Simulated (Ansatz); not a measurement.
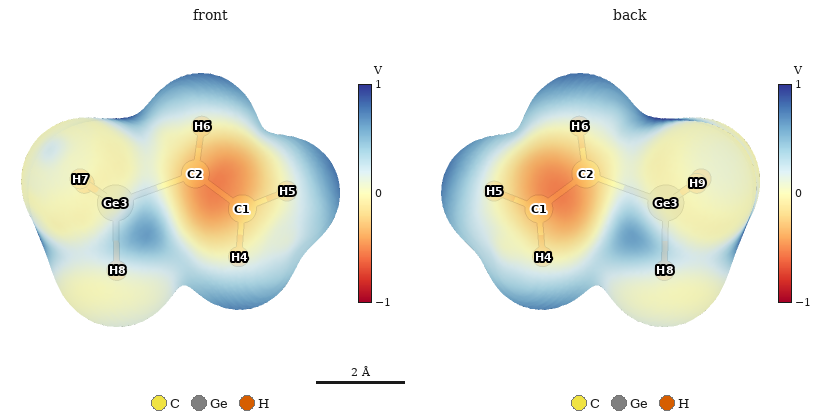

The picture shows: C₂H₆Ge. The molecular electrostatic potential painted on the density surface at 0.002 e/bohr³, seen from the front and from behind; the colour scale runs from red (negative) to blue (positive).

All numbers below come from RKS PBE/def2-SVP in Ansatz.

The calculation's input:

```
crystal:
  periodic: [false, false, false]
  atoms:
    - { symbol: C, position_ang: [-0.7421, 0.7712, -1.0623] }
    - { symbol: C, position_ang: [0.0588, 0.7632, -0.0528] }
    - { symbol: Ge, position_ang: [0.4826, -0.9103, 0.7588] }
    - { symbol: H, position_ang: [-1.1733, -0.0778, -1.4662] }
    - { symbol: H, position_ang: [-1.0351, 1.7624, -1.5475] }
    - { symbol: H, position_ang: [0.511, 1.6951, 0.324] }
    - { symbol: H, position_ang: [2.0691, -1.1459, 0.6542] }
    - { symbol: H, position_ang: [-0.2041, -2.0497, 0.0624] }
    - { symbol: H, position_ang: [0.1216, -0.8546, 2.3122] }
basis:
  gaussian: { orbitals: def2-SVP }
hamiltonian:
  xc: pbe
relax:
  f_tol: 0.015
  max_steps: 40
output:
  orbitals: {}
```

Run with:

```sh
ansatz run input.yaml --threads 1 --pin off --max-ram 2048MiB --backend cpu --events-out ev --progress --plain --runs-dir out
```

The fields are those of the relaxed geometry.

Q: Where is the surface potential most negative and most positive?

A: The most negative region (about −0.5 V) lies over the π face of C1 and C2, the most positive (about +0.9 V) over Ge3.
